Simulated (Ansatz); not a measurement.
# In$_{7}$As$_{7}$H$_{20}$: single-point calculation

- system: In$_{7}$As$_{7}$H$_{20}$ (In7As7 zinc blende off sphere)
- method: RKS PBE0-D4/def2-SVP (Ansatz 0.2.0)

The geometry comes from this level: PBE-D4/def2-SVP. Figures and captions count atoms from 1; the log counts them from 0 in places.

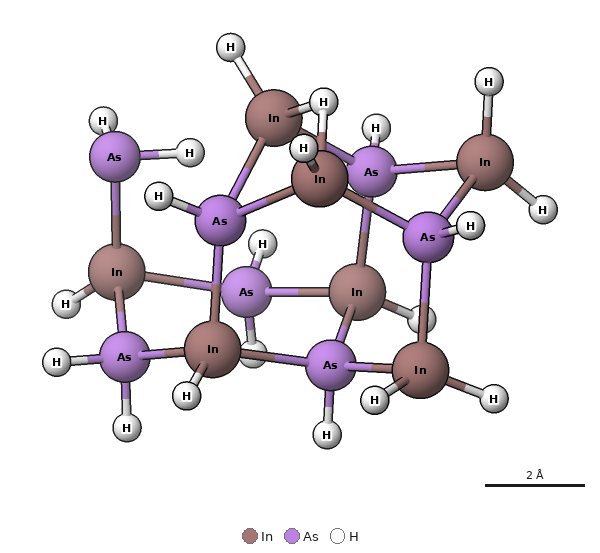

Figure 1. The structure (ball-and-stick view, seen at a tilt). Sticks mark near contacts.

### Input
```yaml
crystal:
  periodic: [false, false, false]
  atoms:
    - {symbol: In, position_ang: [0.556665, -4.175424, 0.881605]}
    - {symbol: In, position_ang: [-2.705187, 2.770672, -2.275827]}
    - {symbol: In, position_ang: [0.931384, -0.665075, -2.178211]}
    - {symbol: In, position_ang: [-2.522864, -1.083360, 0.657739]}
    - {symbol: In, position_ang: [0.966737, -0.570715, 3.571797]}
    - {symbol: In, position_ang: [1.260469, 1.970163, 1.538860]}
    - {symbol: In, position_ang: [4.236298, -1.165902, 0.763147]}
    - {symbol: As, position_ang: [-3.812542, 0.603918, -1.033416]}
    - {symbol: As, position_ang: [-0.615470, -2.275034, -0.729340]}
    - {symbol: As, position_ang: [2.190897, -2.375481, 2.090356]}
    - {symbol: As, position_ang: [-0.711462, 1.206314, -3.298665]}
    - {symbol: As, position_ang: [-1.559397, 4.030929, -0.258927]}
    - {symbol: As, position_ang: [2.436302, 0.574670, -0.372875]}
    - {symbol: As, position_ang: [-0.967023, 0.559806, 2.066817]}
    - {symbol: H, position_ang: [1.530970, -5.186616, -0.141012]}
    - {symbol: H, position_ang: [-0.712806, -4.614783, 1.989779]}
    - {symbol: H, position_ang: [-3.759477, 3.353799, -3.531640]}
    - {symbol: H, position_ang: [1.807880, -1.424868, -3.478393]}
    - {symbol: H, position_ang: [-3.657927, -2.000511, 1.601863]}
    - {symbol: H, position_ang: [0.856227, -0.552898, 5.302137]}
    - {symbol: H, position_ang: [2.068687, 0.998248, 3.035161]}
    - {symbol: H, position_ang: [1.406751, 3.664093, 1.845928]}
    - {symbol: H, position_ang: [4.757994, -2.216272, -0.518508]}
    - {symbol: H, position_ang: [5.161410, -0.237614, 1.905166]}
    - {symbol: H, position_ang: [-4.526445, -0.273560, -2.062561]}
    - {symbol: H, position_ang: [-5.080918, 1.058523, -0.311370]}
    - {symbol: H, position_ang: [-1.403018, -3.033946, -1.801193]}
    - {symbol: H, position_ang: [2.872743, -3.167431, 3.209657]}
    - {symbol: H, position_ang: [-1.211516, 0.545412, -4.586008]}
    - {symbol: H, position_ang: [0.247911, 2.170817, -3.997811]}
    - {symbol: H, position_ang: [-0.240217, 3.304890, -0.604703]}
    - {symbol: H, position_ang: [-1.172959, 5.213556, -1.174847]}
    - {symbol: H, position_ang: [3.168148, 1.646044, -1.182940]}
    - {symbol: H, position_ang: [-1.798244, 1.347648, 3.078217]}
basis:
  gaussian: {orbitals: def2-SVP, fitting: {mean_field: def2-universal-jkfit}, initial_orbitals: start.molden}
hamiltonian: {xc: pbe0, dispersion: d4}
scf: {omitted_lower_state_checks: [starts]}
output: {forces: true, orbitals: {seedname: orbitals}}
```

Run on 2 CPU threads, shared host.

Launch command:
```bash
ansatz run in.yaml --threads 2 --pin off --events-out ev --progress --plain --max-ram 32768MiB --backend cuda --devices 0, --max-vram 18GiB
```

### Output
```
Functional definition: PBE0
  name "PBE0"
  cite "Adamo & Barone, J. Chem. Phys. 110, 6158 (1999) doi:10.1063/1.478522"
  cite "Perdew, Burke & Ernzerhof, Phys. Rev. Lett. 77, 3865 (1996) doi:10.1103/PhysRevLett.77.3865"
  parent pbe
  parameter a = 0.25
  parameter kappa = 0.804
  parameter beta = 0.06672455060314922
  exchange = (1 - a)*pbe_x(kappa = kappa, mu = beta*pi^2/3) + a*exact_x
  correlation = pbe_c(beta = beta)
these checks for a lower state are left out or cut short: starts
3748 factors; integrals over basis functions are off by at most 3.6e-1 eV
mean field evaluation 1: about -462333.3830 eV, gradient 1.5e1 eV
mean field evaluation 2: about -462333.9451 eV, gradient 5.7e-1 eV
mean field evaluation 4: about -462333.9615 eV, gradient 2.8e-3 eV
mean field -462333.96146510 eV, -16990.4597026280 hartree, gradient 1.0e-5 eV, S^2 0.000000; 0 other end points of the search recorded, 0 dependent functions left out
the calculation of the forces begins
reference -462333.96155190 eV, -16990.4597058176 hartree; 199, 199 occupied and 307, 307 virtual orbitals, 3748 factors
Total energy: -462335.99020245 eV, -16990.5342573504 hartree
Atom 0 at     0.556665    -4.175424     0.881605 Å, force     0.018377     0.065502    -0.015382 eV/Å
Atom 1 at    -2.705187     2.770672    -2.275827 Å, force     0.016171    -0.069692     0.050098 eV/Å
Atom 2 at     0.931384    -0.665075    -2.178211 Å, force     0.004361    -0.020304     0.055382 eV/Å
Atom 3 at    -2.522864    -1.083360     0.657739 Å, force     0.071719     0.021769     0.003410 eV/Å
Atom 4 at     0.966737    -0.570715     3.571797 Å, force     0.010926     0.042174    -0.077214 eV/Å
Atom 5 at     1.260469     1.970163     1.538860 Å, force    -0.003819    -0.108398     0.057760 eV/Å
Atom 6 at     4.236298    -1.165902     0.763147 Å, force    -0.081189     0.001733    -0.001211 eV/Å
Atom 7 at    -3.812542     0.603918    -1.033416 Å, force    -0.299169    -0.075405    -0.028865 eV/Å
Atom 8 at    -0.615470    -2.275034    -0.729340 Å, force    -0.153942    -0.040068    -0.152864 eV/Å
Atom 9 at     2.190897    -2.375481     2.090356 Å, force     0.051677    -0.051661     0.215801 eV/Å
Atom 10 at    -0.711462     1.206314    -3.298665 Å, force     0.090882     0.054619    -0.302937 eV/Å
Atom 11 at    -1.559397     4.030929    -0.258927 Å, force     0.214747     0.007535    -0.411776 eV/Å
Atom 12 at     2.436302     0.574670    -0.372875 Å, force     0.026986     0.179723    -0.112720 eV/Å
Atom 13 at    -0.967023     0.559806     2.066817 Å, force    -0.017176     0.073344     0.187999 eV/Å
Atom 14 at     1.530970    -5.186616    -0.141012 Å, force    -0.090156     0.074887     0.093297 eV/Å
Atom 15 at    -0.712806    -4.614783     1.989779 Å, force     0.109557     0.027169    -0.090301 eV/Å
Atom 16 at    -3.759477     3.353799    -3.531640 Å, force     0.111873    -0.051893     0.129226 eV/Å
Atom 17 at     1.807880    -1.424868    -3.478393 Å, force    -0.092640     0.081340     0.122234 eV/Å
Atom 18 at    -3.657927    -2.000511     1.601863 Å, force     0.107305     0.092564    -0.102796 eV/Å
Atom 19 at     0.856227    -0.552898     5.302137 Å, force     0.005948    -0.009316    -0.183837 eV/Å
Atom 20 at     2.068687     0.998248     3.035161 Å, force    -0.068354    -0.003655    -0.043975 eV/Å
Atom 21 at     1.406751     3.664093     1.845928 Å, force    -0.018695    -0.170772    -0.046691 eV/Å
Atom 22 at     4.757994    -2.216272    -0.518508 Å, force    -0.027271     0.091841     0.111896 eV/Å
Atom 23 at     5.161410    -0.237614     1.905166 Å, force    -0.068188    -0.083052    -0.098696 eV/Å
Atom 24 at    -4.526445    -0.273560    -2.062561 Å, force     0.150574     0.151196     0.169566 eV/Å
Atom 25 at    -5.080918     1.058523    -0.311370 Å, force     0.240719    -0.069090    -0.109866 eV/Å
Atom 26 at    -1.403018    -3.033946    -1.801193 Å, force     0.141804     0.126834     0.189529 eV/Å
Atom 27 at     2.872743    -3.167431     3.209657 Å, force    -0.114969     0.132635    -0.197446 eV/Å
Atom 28 at    -1.211516     0.545412    -4.586008 Å, force     0.070307     0.108702     0.245417 eV/Å
Atom 29 at     0.247911     2.170817    -3.997811 Å, force    -0.158719    -0.162122     0.143332 eV/Å
Atom 30 at    -0.240217     3.304890    -0.604703 Å, force    -0.207390     0.103240     0.070433 eV/Å
Atom 31 at    -1.172959     5.213556    -1.174847 Å, force    -0.075499    -0.187143     0.177385 eV/Å
Atom 32 at     3.168148     1.646044    -1.182940 Å, force    -0.121286    -0.194203     0.141844 eV/Å
Atom 33 at    -1.798244     1.347648     3.078217 Å, force     0.154525    -0.140035    -0.188032 eV/Å
Dipole moment:    -0.714636     0.533677    -0.526396 e Å
Checks for a lower state left out: starts
```

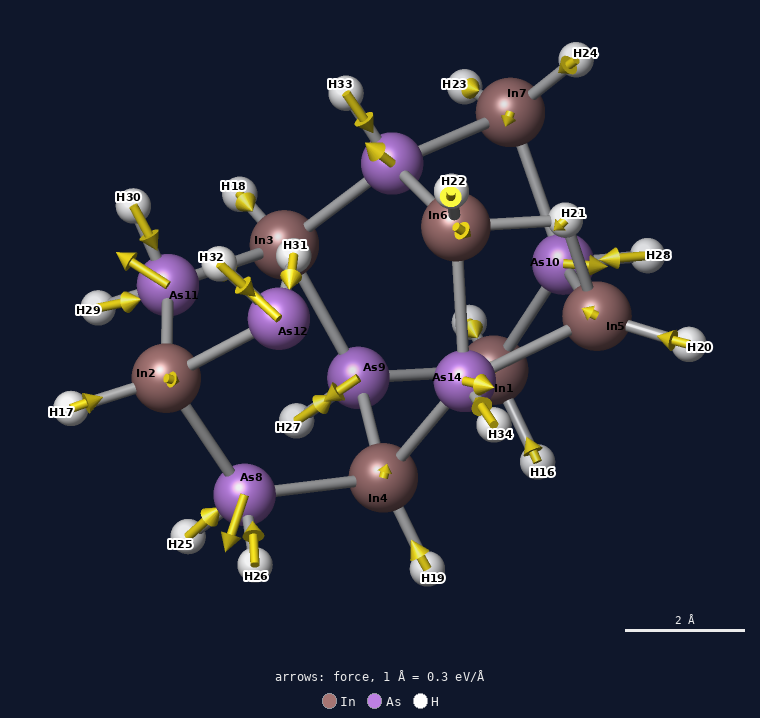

Figure 2. Forces on the atoms as yellow arrows (ball-and-stick view, seen at a tilt; atoms are numbered from 1 in the order of the input). The largest act on As12 (0.46 eV/Å); As11 (0.32 eV/Å); As8 (0.31 eV/Å); H29, H34 (0.28 eV/Å), among others. The geometry is not a stationary point of this energy.

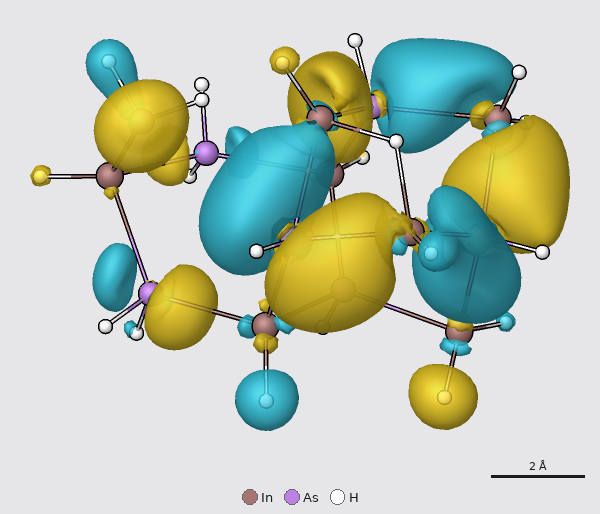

Figure 3. One frontier orbital at ±0.05 Å⁻³ᐟ² (yellow and cyan are the two phases), seen at a tilt. The HOMO, at −6.71 eV. Its weight (Hirshfeld) is mainly on As14 (30 %), As10 (15 %), As13 (10 %) and In5 (10 %).

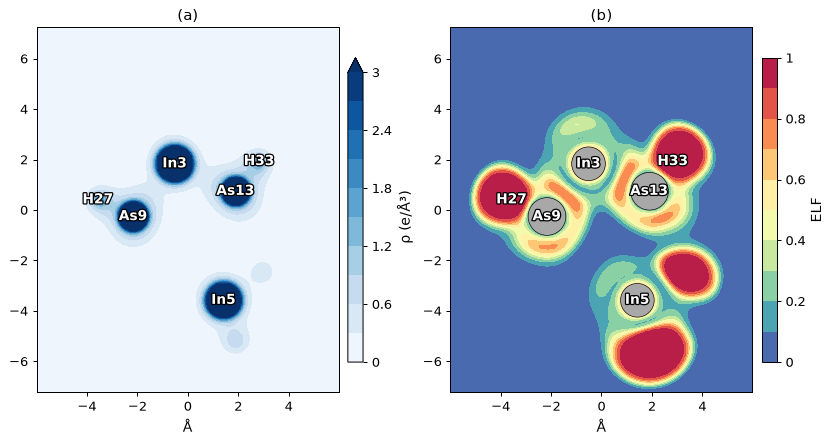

Figure 4. (a) total electron density; (b) electron localisation function on the plane of atoms In3, As9 and H27. Grey discs, where drawn, cover atomic cores. Atoms in the plane: In, As and H. In–As (2.66 Å): ρ is about 0.4 e/Å³ halfway; the ELF peaks at about 0.80 between the atoms, as expected for localised, shared-pair bonding.

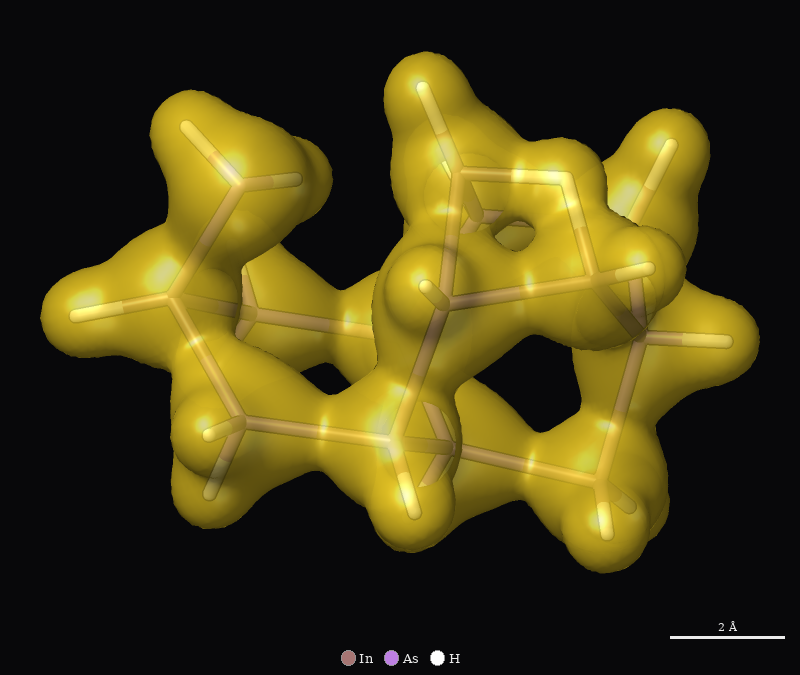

Figure 5. Isosurface of the total electron density at 0.2 e/Å³ (yellow), seen face on. At this value the surface is in one piece. On the grid the lowest density along these lines, outside the cores, is 0.41 e/Å³ (In–As, 2.64 Å), 0.97 e/Å³ (As–H, 1.53 Å), 0.36 e/Å³ (In–As, 2.69 Å) and 0.34 e/Å³ (In–As, 2.73 Å).

### Summary

| quantity | value |
| --- | --- |
| outcome | converged |
| total energy | −462335.9902 eV |
| mean-field energy | −462333.9616 eV |
| dispersion energy | −2.0287 eV |
| SCF solution under orbital rotations | stable |
| HOMO | −6.71 eV |
| LUMO | −1.62 eV |
| largest force (length of the vector) | 0.464 eV/Å |
| dipole moment | 4.97 D |
| wall time | 13 s (CPU time 14 s) |
| peak memory | 2.6 GiB |
